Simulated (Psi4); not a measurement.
# HF/pcseg-3 (density fitting, sweep point 4) run of NH3 (ammonia)

What is the vertical ionisation energy of NH3 (ammonia) at HF/pcseg-3 (density fitting, sweep point 4)? 

The calculation is run with Psi4 1.11.

## (1) Starting point

NH3: 4 atoms, total charge 0, spin state singlet. SMILES: `N`. The coordinates come from a PBE0-D4/def2-TZVP relaxation.

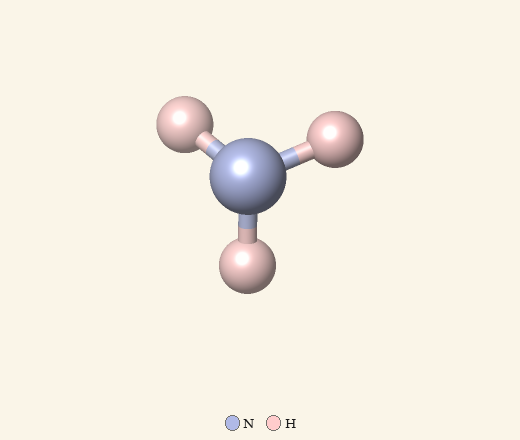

Viewed from a chosen angle; nitrogen light blue, hydrogen pink.

## (2) The energy at HF/pcseg-3 (density fitting, sweep point 4)

File job.in:

```
memory 1.6 GB

molecule m {
  0 1
  N     -0.069910     0.249470     0.110930
  H      0.490470    -0.301820     0.749180
  H     -0.887480    -0.301940    -0.118910
  H      0.466920     0.354280    -0.741200
  symmetry c1
}

set {
  basis     pcseg-3
  reference rhf
  puream    true
  scf_type  df
}

e_tot, wfn = energy("hf", return_wfn=True)
```

The run is started by

```console
$ psi4 -n 1 job.in job.out
```

job.out:

```text
[...]
  Running in c1 symmetry.
[...]
  Nuclear repulsion =   11.949539011427511
[...]
  Multiplicity = 1
[...]
  Nalpha       = 5
  Nbeta        = 5
[...]
    Number of basis functions: 159
[...]
   @DF-RHF iter   1:   -56.12597028692396   -4.81506e-01   2.93732e-03 DIIS/ADIIS
[...]
   @DF-RHF iter   7:   -56.22388130436933   -7.08778e-08   2.69845e-07 DIIS
[...]
    Orbital Energies [Eh]
    ---------------------
    Doubly Occupied:
       1A    -15.540370     2A     -1.141218     3A     -0.629245
       4A     -0.629240     5A     -0.428578
[...]
  @DF-RHF Final Energy:   -56.22388130436933
   => Energetics <=
    Nuclear Repulsion Energy =             11.9495390114275111
    One-Electron Energy =                 -99.6095363170927328
    Two-Electron Energy =                  31.4361160012959004
    Total Energy =                        -56.2238813043693284
[...]
 Multipole Moments:
 ------------------------------------------------------------------------------------
     Multipole            Electronic (a.u.)      Nuclear  (a.u.)        Total (a.u.)
 ------------------------------------------------------------------------------------
 L = 1.  Multiply by 2.5417464519 to convert [e a0] to [Debye]
 Dipole X            :         -0.0584327            0.2156503            0.1572175
 Dipole Y            :          0.2084971           -0.7695439           -0.5610468
 Dipole Z            :          0.0927110           -0.3421840           -0.2494730
 Magnitude           :                                                    0.6338199
[...]
```

It took 2.6 s on 1 thread of Intel Xeon Platinum 8259CL at 2.50GHz (Skylake/Cascade Lake), shared host; peak memory 0.26 GiB.

## (3) The doublet cation at the same level

File h3n.dat:

```
memory 1600 mb

molecule {
  1 2
  N     -0.069910     0.249470     0.110930
  H      0.490470    -0.301820     0.749180
  H     -0.887480    -0.301940    -0.118910
  H      0.466920     0.354280    -0.741200
  symmetry c1
}

set basis pcseg-3
set reference uhf
set puream true
set scf_type df
set maxiter 100

energy('hf')
```

The run is started by

```console
$ psi4 h3n.dat h3n.out -n 1
```

h3n.out:

```text
[...]
  Running in c1 symmetry.
[...]
  Nuclear repulsion =   11.949539011427511
[...]
  Multiplicity = 2
[...]
  Nalpha       = 5
  Nbeta        = 4
[...]
    Number of basis functions: 159
[...]
   @DF-UHF iter   1:   -55.84172890057815   -1.97265e-01   1.43237e-03 ADIIS/DIIS
[...]
   @DF-UHF iter   8:   -55.87990971348334   -1.06155e-07   3.30411e-07 DIIS
[...]
   @S^2 Observed:                7.578806803E-01
[...]
    Orbital Energies [Eh]
    ---------------------
    Alpha Occupied:
       1A    -16.018932     2A     -1.602939     3A     -1.051275
       4A     -1.051270     5A     -0.971996
    Alpha Virtual:
       6A     -0.146773     7A     -0.084641     8A     -0.084640
       9A     -0.044400    10A     -0.001336    11A     -0.001334
      12A      0.060971    13A      0.101190    14A      0.101190
      15A      0.144998    16A      0.145000    17A      0.189023
      18A      0.322569    19A      0.322571    20A      0.335094
      21A      0.398818    22A      0.457699    23A      0.457700
      24A      0.466039    25A      0.543500    26A      0.554376
[...]
  @DF-UHF Final Energy:   -55.87990971348334
   => Energetics <=
    Nuclear Repulsion Energy =             11.9495390114275111
    One-Electron Energy =                 -95.4537200327296489
    Two-Electron Energy =                  27.6242713078188018
    Total Energy =                        -55.8799097134833431
  UHF NO Occupations:
  HONO-2 :    3  A 1.9989287
  HONO-1 :    4  A 1.9982007
  HONO-0 :    5  A 1.0000000
  LUNO+0 :    6  A 0.0017993
  LUNO+1 :    7  A 0.0010713
[...]
 Multipole Moments:
 ------------------------------------------------------------------------------------
     Multipole            Electronic (a.u.)      Nuclear  (a.u.)        Total (a.u.)
 ------------------------------------------------------------------------------------
 L = 1.  Multiply by 2.5417464519 to convert [e a0] to [Debye]
 Dipole X            :         -0.0884787            0.2156503            0.1271716
 Dipole Y            :          0.3157349           -0.7695439           -0.4538090
 Dipole Z            :          0.1403953           -0.3421840           -0.2017887
 Magnitude           :                                                    0.5126733
[...]
```

Run time: 2.9 s. Hardware: 1 thread of Intel Xeon Platinum 8259CL at 2.50GHz (Skylake/Cascade Lake), shared host; peak memory 0.26 GiB.

## (4) Summary of results

Level: HF/pcseg-3 (density fitting, sweep point 4).

| quantity | value |
| --- | --- |
| singlet NH3: total energy | -56.22388 Eh |
| singlet NH3: dipole moment | 1.61 D |
| singlet NH3: HOMO energy | -11.66 eV |
| singlet NH3: LUMO energy | 1.87 eV |
| singlet NH3: HOMO–LUMO gap | 13.53 eV |
| doublet cation: total energy | -55.87991 Eh |
| doublet cation: HOMO energy (highest over α and β) | -26.45 eV |
| doublet cation: LUMO energy (lowest over α and β) | -7.69 eV |
| doublet cation: ⟨S²⟩ | 0.758 |
| vertical ionisation energy (to the doublet cation) | 9.360 eV |

Removing an electron at fixed nuclei costs 9.36 eV (903 kJ/mol). The negative HOMO energy of the first species, 11.66 eV, lies 2.30 eV above that difference.
